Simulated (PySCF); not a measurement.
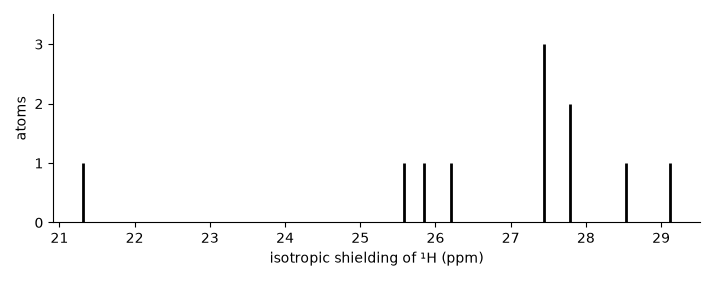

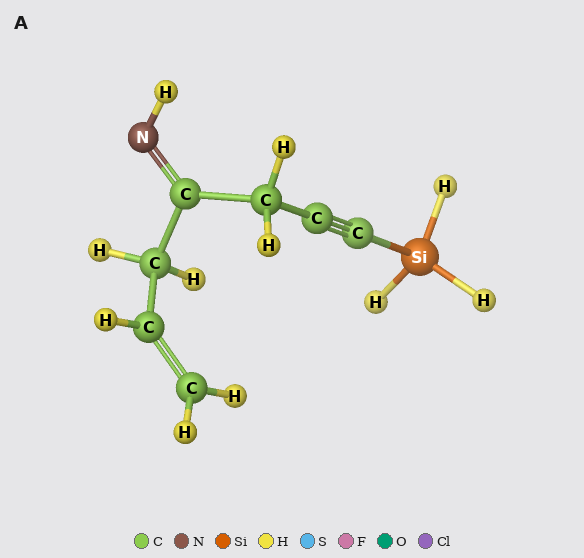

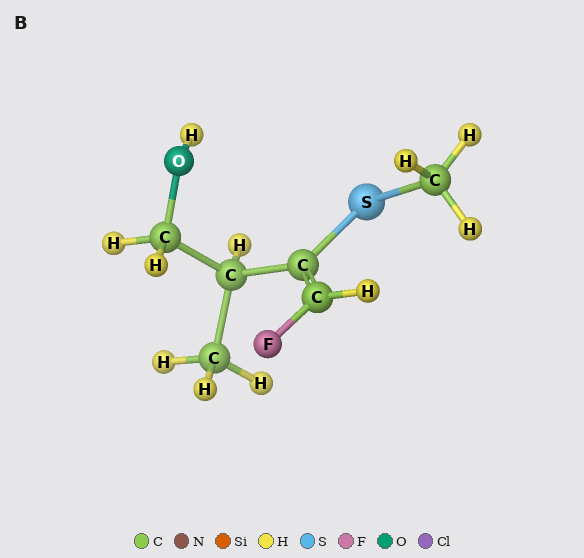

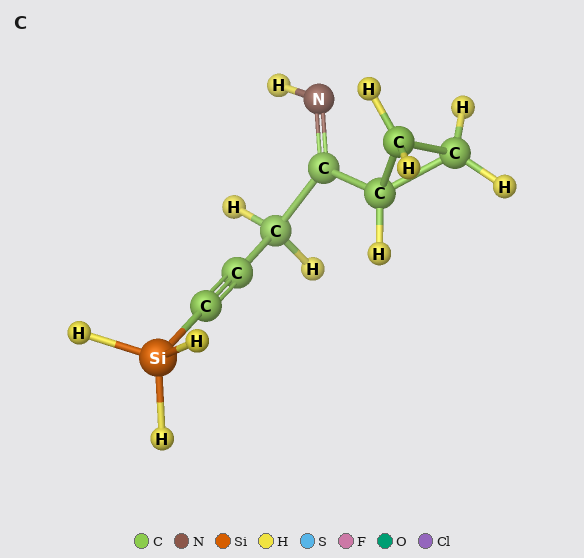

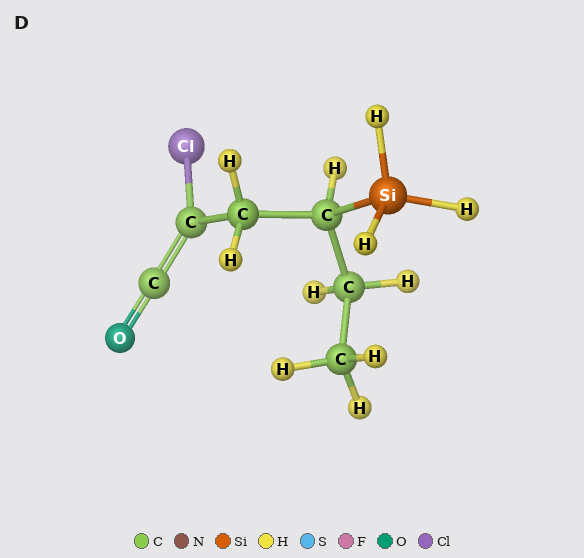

The sticks are computed shieldings of one of the molecules, for one fixed geometry (GFN2-xTB) without averaging over rotations. Low shielding means a high chemical shift. Method: GIAO PBE0/pcSseg-1 NMR shielding, non-relativistic, gas phase (PySCF 2.14.0).

**Which molecule gives this pattern?**

A, `[H]/N=C(\CC#C[SiH3])CC=C`. Its 11 H atoms give lines at 21.31, 25.58, 25.85, 26.21, 27.44 (3 atoms), 27.79 (2 atoms), 28.54, 29.12 ppm.

The geometry is semi-empirical. Around Si such bond lengths and angles can be off by a tenth of an ångström or more and by several degrees, and values that hang on the shape move with them.
